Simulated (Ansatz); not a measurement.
# F6Ge: relaxing the atoms and phonons

Aim: for F6Ge, 2 runs in a chain (relaxing the atoms and phonons).

Program: Ansatz 0.2.0. Level of theory: DFT B3LYP, Gaussian basis def2-TZVP. These are calculated values, not measurements.

## Step 1: Starting point

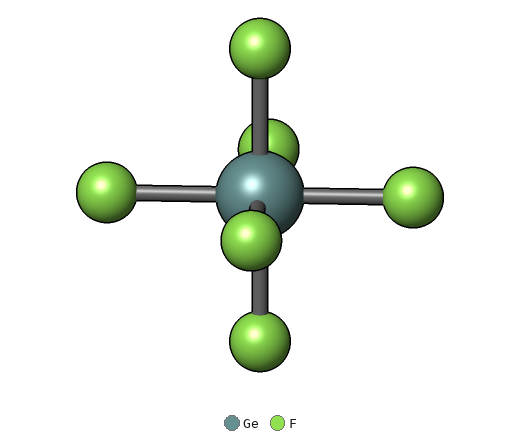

Start, viewed from a chosen angle; germanium teal, fluorine green.

As a file:

```xyz
7

Ge    0.0000    0.0000    0.0000
F     1.8200    0.0000    0.0000
F    -1.8200    0.0000    0.0000
F     0.0000    1.8200    0.0000
F     0.0000   -1.8200    0.0000
F     0.0000    0.0000    1.8200
F     0.0000    0.0000   -1.8200
```

## Step 2: Relaxing the atoms: F6Ge, charge -2

Contents of input.yaml:

```yaml
crystal:
  periodic: [false, false, false]
  atoms:
    - { symbol: Ge, position_ang: [0.0, 0.0, 0.0] }
    - { symbol: F, position_ang: [1.82, 0.0, 0.0] }
    - { symbol: F, position_ang: [-1.82, 0.0, 0.0] }
    - { symbol: F, position_ang: [0.0, 1.82, 0.0] }
    - { symbol: F, position_ang: [0.0, -1.82, 0.0] }
    - { symbol: F, position_ang: [0.0, 0.0, 1.82] }
    - { symbol: F, position_ang: [0.0, 0.0, -1.82] }
total_charge: -2
basis:
  gaussian: { orbitals: def2-TZVP }
hamiltonian:
  xc: b3lyp
relax:
  f_tol: 0.004
  max_steps: 200
output:
  orbitals: {}
```

Run with:

```sh
$ ansatz run input.yaml --threads 4 --pin off --max-ram 8192MiB --backend cpu --events-out ev --progress --plain --runs-dir out
```

The program printed, cut to the lines that bear on the results:

```text
Warning: RAYON_NUM_THREADS=4 ignored (pool sized by the plan → 4); use --threads N
[...]
Functional definition: B3LYP
[...]
1325 factors; their error is unknown
[...]
mean field -72834.08494219 eV, -2676.6032529097 hartree, gradient 3.0e-6 eV, S^2 0.000000; 0 other end points of the search recorded, 0 dependent functions left out
[...]
reference -72834.08512598 eV, -2676.6032596636 hartree; 44, 44 occupied and 190, 190 virtual orbitals, 1325 factors
relax step   1: F+E_penalty+E_count = -72834.08494219 eV  Δ(F+E_penalty+E_count) = +0.000e0 eV  max|allowed force component| = 4.033e-1 eV/Å  Δτ_max = 0.0000 Å  (27 SCF iters, accepted)
[...]
relax step   3: F+E_penalty+E_count = -72834.10585718 eV  Δ(F+E_penalty+E_count) = -4.454e-3 eV  max|allowed force component| = 5.248e-3 eV/Å  Δτ_max = 0.0079 Å  (29 SCF iters, accepted)
[...]
relax step   4: F+E_penalty+E_count = -72834.10586096 eV  Δ(F+E_penalty+E_count) = -3.782e-6 eV  max|allowed force component| = 3.528e-5 eV/Å  Δτ_max = 0.0002 Å  (20 SCF iters, accepted)
1325 factors; their error is unknown
mean field -72834.10586096 eV, -2676.6040216604 hartree, gradient 2.5e-5 eV, S^2 0.000000; 1 other end points of the search recorded, 0 dependent functions left out
[...]
reference -72834.10604412 eV, -2676.6040283910 hartree; 44, 44 occupied and 190, 190 virtual orbitals, 1325 factors
Total energy: -72834.10604412 eV, -2676.6040283910 hartree
Atom 0 at    -0.000000    -0.000000     0.000000 Å, force     0.000000     0.000000     0.000000 eV/Å
Atom 1 at     1.837576     0.000000    -0.000000 Å, force     0.000035    -0.000000     0.000000 eV/Å
Atom 2 at    -1.837576    -0.000000     0.000000 Å, force    -0.000035    -0.000000     0.000000 eV/Å
Atom 3 at     0.000000     1.837576    -0.000000 Å, force     0.000000     0.000035     0.000000 eV/Å
Atom 4 at    -0.000000    -1.837576     0.000000 Å, force    -0.000000    -0.000035     0.000000 eV/Å
Atom 5 at    -0.000000    -0.000000     1.837576 Å, force    -0.000000     0.000000     0.000035 eV/Å
Atom 6 at    -0.000000     0.000000    -1.837576 Å, force     0.000000     0.000000    -0.000035 eV/Å
Dipole moment:     0.000000     0.000000     0.000000 e Å
```

Wall time 17 s (4 threads of Intel Xeon Platinum 8375C at 2.90GHz (Ice Lake), shared host); peak memory 0.78 GiB.

Relaxation path:

```
step  energy from step 1 (eV)  largest force component (eV/Å)
   1                   0.0000                          0.4033
   2                  -0.0165                          0.1829
   3                  -0.0209                          0.0052
   4                  -0.0209                          0.0000
```

Step 1 is the start.

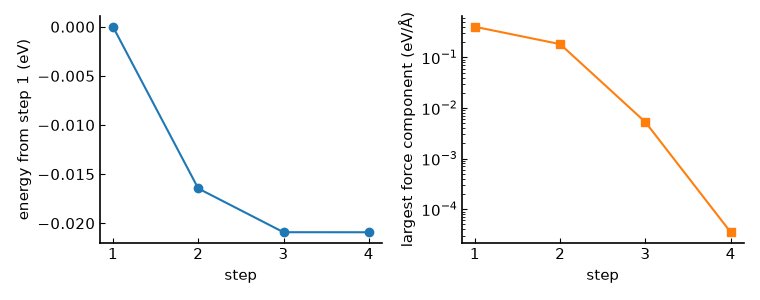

Energy and largest force along the relaxation.

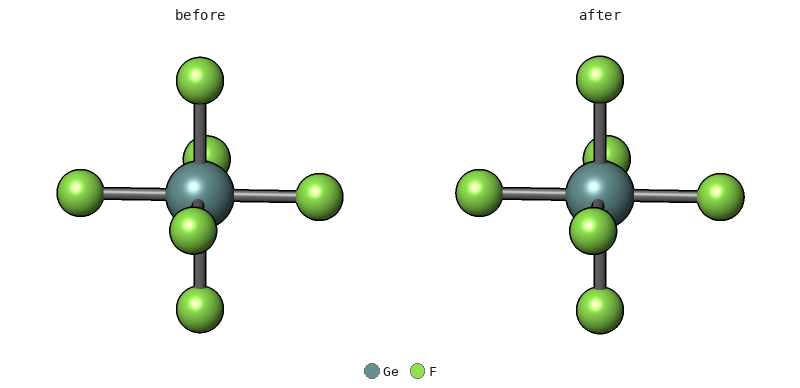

The structure before (left) and after (right) the relaxation, drawn at the same scale. The change is too small to see at this scale.

Before: Bond lengths: Ge1–F2 1.820 Å, Ge1–F3 1.820 Å, Ge1–F4 1.820 Å, Ge1–F5 1.820 Å, Ge1–F6 1.820 Å, Ge1–F7 1.820 Å. Angles (14 of 15 angles, heavy atoms first): F2–Ge1–F3 180.0°, F2–Ge1–F4 90.0°, F2–Ge1–F5 90.0°, F2–Ge1–F6 90.0°, F2–Ge1–F7 90.0°, F3–Ge1–F4 90.0°, F3–Ge1–F5 90.0°, F3–Ge1–F6 90.0°, F3–Ge1–F7 90.0°, F4–Ge1–F5 180.0°, F4–Ge1–F6 90.0°, F4–Ge1–F7 90.0°, F5–Ge1–F6 90.0°, F5–Ge1–F7 90.0°.

After: Bond lengths: Ge1–F2 1.838 Å, Ge1–F3 1.838 Å, Ge1–F4 1.838 Å, Ge1–F5 1.838 Å, Ge1–F6 1.838 Å, Ge1–F7 1.838 Å. Angles (14 of 15 angles, heavy atoms first): F2–Ge1–F3 180.0°, F2–Ge1–F4 90.0°, F2–Ge1–F5 90.0°, F2–Ge1–F6 90.0°, F2–Ge1–F7 90.0°, F3–Ge1–F4 90.0°, F3–Ge1–F5 90.0°, F3–Ge1–F6 90.0°, F3–Ge1–F7 90.0°, F4–Ge1–F5 180.0°, F4–Ge1–F6 90.0°, F4–Ge1–F7 90.0°, F5–Ge1–F6 90.0°, F5–Ge1–F7 90.0°.

## Step 3: Phonons

It takes the final geometry of step 2.

Contents of input.yaml:

```yaml
crystal:
  periodic: [false, false, false]
  atoms:
    - { symbol: Ge, position_ang: [0.0, 0.0, 0.0] }
    - { symbol: F, position_ang: [1.83757649, 0.0, 0.0] }
    - { symbol: F, position_ang: [-1.83757649, 0.0, 0.0] }
    - { symbol: F, position_ang: [0.0, 1.83757649, 0.0] }
    - { symbol: F, position_ang: [0.0, -1.83757649, 0.0] }
    - { symbol: F, position_ang: [0.0, 0.0, 1.83757649] }
    - { symbol: F, position_ang: [0.0, 0.0, -1.83757649] }
total_charge: -2
basis:
  gaussian: { orbitals: def2-TZVP }
hamiltonian:
  xc: b3lyp
phonons: {}
```

Run with:

```sh
$ ansatz run input.yaml --threads 4 --pin off --max-ram 8192MiB --backend cpu --events-out ev --progress --plain --runs-dir out
```

The program printed, cut to the lines that bear on the results:

```text
Warning: RAYON_NUM_THREADS=4 ignored (pool sized by the plan → 4); use --threads N
[...]
Functional definition: B3LYP
[...]
1325 factors; their error is unknown
[...]
mean field -72834.10586096 eV, -2676.6040216604 hartree, gradient 3.0e-6 eV, S^2 0.000000; 0 other end points of the search recorded, 0 dependent functions left out
[...]
reference -72834.10604412 eV, -2676.6040283910 hartree; 44, 44 occupied and 190, 190 virtual orbitals, 1325 factors
[...]
1325 factors; their error is unknown
[...]
mean field -72834.10574563 eV, -2676.6040174218 hartree, gradient 2.6e-6 eV, S^2 0.000000; 0 other end points of the search recorded, 0 dependent functions left out
[...]
reference -72834.10592878 eV, -2676.6040241525 hartree; 44, 44 occupied and 190, 190 virtual orbitals, 1325 factors
[...]
1325 factors; their error is unknown
[...]
reference -72834.10602070 eV, -2676.6040275304 hartree; 44, 44 occupied and 190, 190 virtual orbitals, 1325 factors
Total energy: -72834.10604412 eV, -2676.6040283910 hartree
Atom 0 at     0.000000     0.000000     0.000000 Å, force    -0.000000     0.000000     0.000000 eV/Å
Atom 1 at     1.837576     0.000000     0.000000 Å, force     0.000035    -0.000000     0.000000 eV/Å
Atom 2 at    -1.837576     0.000000     0.000000 Å, force    -0.000035    -0.000000     0.000000 eV/Å
Atom 3 at     0.000000     1.837576     0.000000 Å, force    -0.000000     0.000035    -0.000000 eV/Å
Atom 4 at     0.000000    -1.837576     0.000000 Å, force     0.000000    -0.000035     0.000000 eV/Å
Atom 5 at     0.000000     0.000000     1.837576 Å, force     0.000000     0.000000     0.000035 eV/Å
Atom 6 at     0.000000     0.000000    -1.837576 Å, force     0.000000     0.000000    -0.000035 eV/Å
Dipole moment:     0.000000     0.000000     0.000000 e Å
Vibrations: 190.21 190.21 190.21 299.71 299.71 299.71 344.44 344.44 344.44 427.10 427.10 556.02 556.02 556.02 558.95 cm⁻¹, zero-point energy 0.346183 eV
```

Run time: 24 s. Hardware: 4 threads of Intel Xeon Platinum 8375C at 2.90GHz (Ice Lake), shared host; peak memory 0.76 GiB.

## Step 4: Results

```
step  energy above the lowest (eV)  charge  2S+1 typed  ⟨S²⟩  dipole (D)  time
   2                         0.000      -2           1  0.00         n/a  17 s
   3                         0.000      -2           1  0.00         n/a  24 s
```

In words: The values hold for the settings typed; their convergence was not tested in this session.
